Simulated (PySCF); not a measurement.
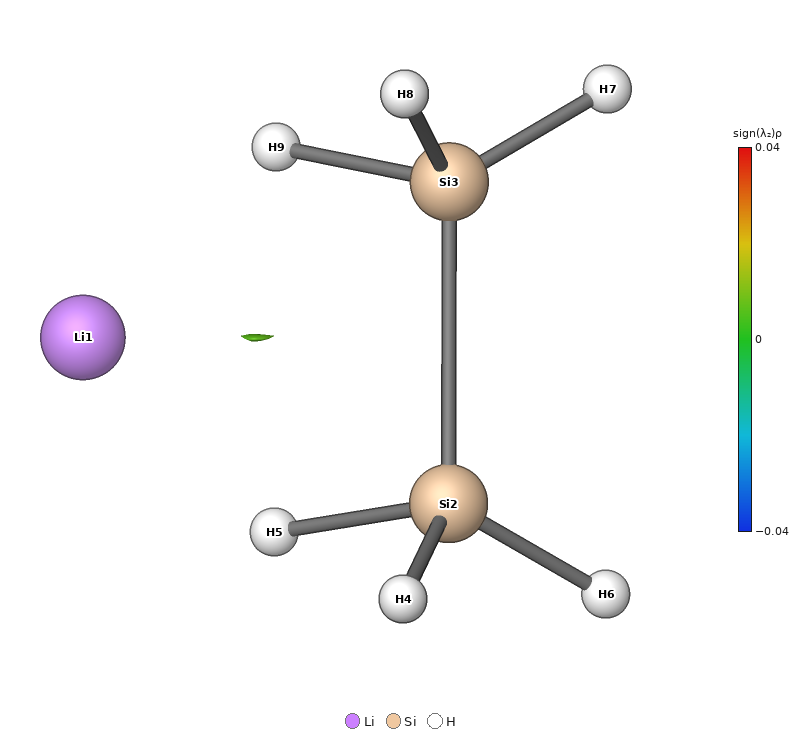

*H6LiSi2, charge +1, SMILES `[Li+].[SiH3][SiH3]`. Non-covalent interaction surfaces between the fragments (reduced density gradient s = 0.5, coloured by sign(λ₂)ρ in a.u.; trimmed to the region between the fragments where ρ is under 0.06 a.u.). Fragment A: Li(+1) (atom 1); fragment B: Si2H6.*

Method: TPSS/def2-SVP; geometry: GFN2-xTB; program: PySCF. GFN2-xTB bond lengths at metals and heavier atoms can be off by up to 0.1 Å and shapes distorted, which carries into these values.

Coordinates in Å:

```
Li1     -0.0304    3.0558   -0.0019
Si2     -1.1601   -0.3101   -0.0003
Si3      1.1663   -0.2948   -0.0001
H4      -1.8218   -0.8275    1.1907
H5      -1.3988    1.2810    0.0073
H6      -1.8214   -0.8289   -1.1907
H7       1.8312   -0.8092   -1.1902
H8       1.8308   -0.8078    1.1913
H9       1.3852    1.2936    0.0030
```

Question: Interpret the surfaces between the fragments.

Answer: Bond critical points between the fragments: Li1···H5, 2.24 Å, ρ = 0.006 a.u.; Li1···H9, 2.26 Å, ρ = 0.006 a.u. All are weak and appear green (van der Waals range). Several contacts close a ring, whose ring point adds a part with positive λ₂ between them. The pose is a local one from a semi-empirical search, not shown to be the most stable. With a charged fragment, long-range electrostatics, which these surfaces don't show, weighs heavily in the interaction energy.

Question: How strongly are they bound?

Answer: The counterpoise-corrected interaction energy of the frozen fragments is −19.3 kcal/mol without dispersion correction and −22.2 kcal/mol with D3(BJ). D3 uses neutral-atom coefficients and tends to overbind metal cations. The pair geometry is semi-empirical, not a minimum at this level.

The PySCF run took 28 s on 1 thread of Arm Neoverse V1, on a shared host, peak memory 0.39 GiB.
